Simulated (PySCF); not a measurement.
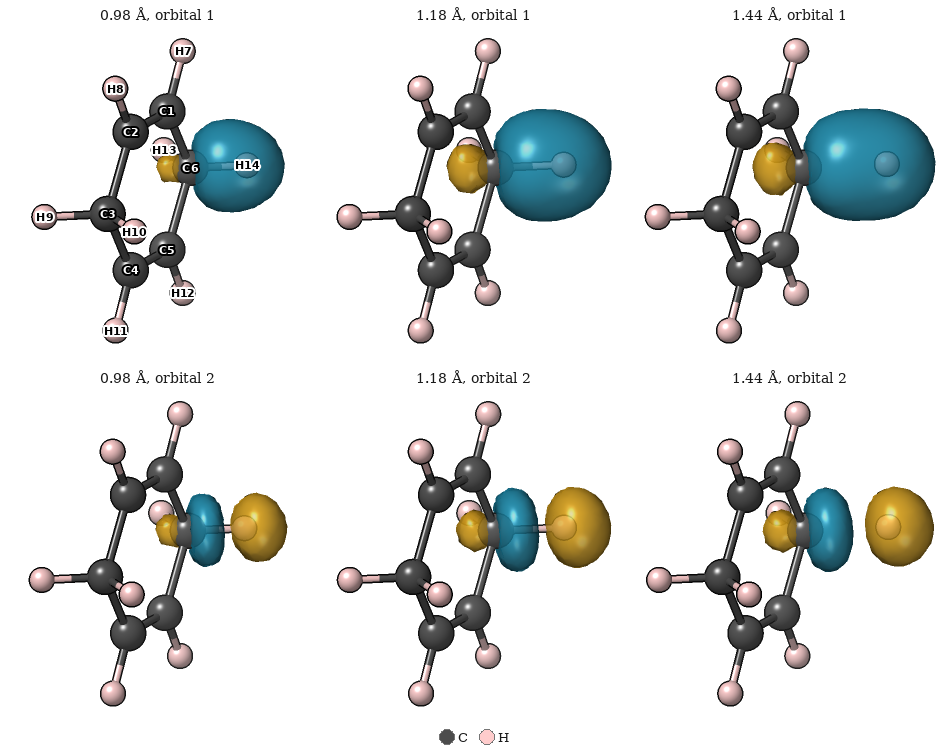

Figure. C$_{6}$H$_{8}$, SMILES `C1=CCC=CC1`. Rigid stretch of the C6–H14 bond. The two CASSCF(2,2) natural orbitals nearest half filling (orbital 1 the more occupied).

Method: 6-31G* basis; geometry: GFN2-xTB; program: PySCF. No frequency check shows the geometry to be a minimum.

The calculation's input:

```python
import numpy as np
from pyscf import gto, scf, mcscf

mol = gto.M(atom='''
C     -0.65837     1.24548    -0.00091
C      0.66233     1.24338     0.00066
C      1.49144    -0.00189     0.00034
C      0.65837    -1.24548    -0.00091
C     -0.66233    -1.24338     0.00066
C     -1.49144     0.00189     0.00034
H     -1.20754     2.17787    -0.00212
H      1.21448     2.17401     0.00187
H      2.15138    -0.00456     0.87681
H      2.15138    -0.00229    -0.87706
H      1.20754    -2.17787    -0.00212
H     -1.21448    -2.17401     0.00187
H     -2.15138     0.00456     0.87681
H     -2.15138     0.00229    -0.87706
''', basis='6-31g*', charge=0, spin=0, verbose=4)
# stretch the bond between atoms 6 and 14, from long to short, fragments rigid
a, b, move = 5, 13, [13]
xyz = mol.atom_coords(unit='Angstrom')
u = xyz[b] - xyz[a]
r0 = np.linalg.norm(u)
rows, last, dm_u = [], None, None
for r in [3.0, 2.35, 1.93, 1.66, 1.44, 1.28, 1.18, 1.07, 0.98]:
    new = xyz.copy()
    new[move] += u / r0 * (r - r0)
    m = mol.set_geom_(new, unit='Angstrom', inplace=False)
    rhf = scf.RHF(m).density_fit(auxbasis='def2-universal-jkfit').run()
    uhf = scf.UHF(m).density_fit(auxbasis='def2-universal-jkfit').newton()
    if dm_u is None:
        c = rhf.mo_coeff
        h = m.nelectron // 2 - 1
        ca, cb = c.copy(), c.copy()
        ca[:, h], cb[:, h] = (c[:, h] + c[:, h + 1]) / 2**.5, (c[:, h] - c[:, h + 1]) / 2**.5
        dm_u = np.array([x[:, :h + 1] @ x[:, :h + 1].T for x in (ca, cb)])
    uhf.kernel(dm0=dm_u)
    for _ in range(3):
        c, _, stable, _ = uhf.stability(return_status=True)
        if stable:
            break
        uhf.kernel(c, uhf.mo_occ)
    dm_u = uhf.make_rdm1()
    mc = mcscf.CASSCF(rhf, 2, 2)
    mc.natorb = True
    mc.fix_spin_(ss=0)
    guess = mcscf.addons.make_natural_orbitals(uhf)[1] if last is None else mcscf.project_init_guess(mc, last.mo_coeff, last.mol)
    mc.kernel(guess)
    last = mc
    act = slice(mc.ncore, mc.ncore + mc.ncas)
    print('r %.3f  RHF %.6f  UHF %.6f  <S^2> %.3f  CASSCF %.6f  occupations' % (r, rhf.e_tot, uhf.e_tot, uhf.spin_square()[0], mc.e_tot), mc.mo_occ[act].round(4))
    rows.append((new, rhf.e_tot, uhf.e_tot, uhf.spin_square()[0], mc.e_tot, mc.mo_occ[act], mc.mo_coeff[:, act], dm_u[0] - dm_u[1], rhf.converged and uhf.converged and mc.converged))
    np.savez('result.npz', **{k: [row[i] for row in rows] for i, k in enumerate('xyz rhf uhf s2 cas occ c spin ok'.split())})
```

Launched as:

```sh
OMP_NUM_THREADS=1 python input.py
```

The run took 4.2 min on 1 thread of Intel(R) Xeon(R) Platinum 8259CL CPU @ 2.50GHz (Skylake/Cascade Lake) (shared host), peak memory 0.29 GiB.

### How do the occupations change along the stretch?

0.98 Å: 1.99 and 0.01; 1.18 Å: 1.98 and 0.02; 1.44 Å: 1.95 and 0.05. At the longest distance computed (3.00 Å) they are 1.30 and 0.70, and the effective number of unpaired electrons is 1.7.

UHF's ⟨S²⟩ passes 1 along the scan (up to 1.29), so it also polarises electrons outside the stretched bond; its energy lowering isn't due to that bond alone.

### Where does the UHF solution part from RHF?

Between 1.44 Å (⟨S²⟩ = 0, the two coincide) and 1.66 Å (⟨S²⟩ = 0.37); at 3.00 Å ⟨S²⟩ is 1.29 and UHF lies 3.4 eV below RHF.

### How much energy does the stretch cost?

By CASSCF, 3.9 eV from the lowest point of the scan (1.07 Å) to 3.00 Å; RHF gives 6.6 eV from its own lowest point. The fragments aren't relaxed and dynamic correlation is missing, so this isn't a bond dissociation energy.
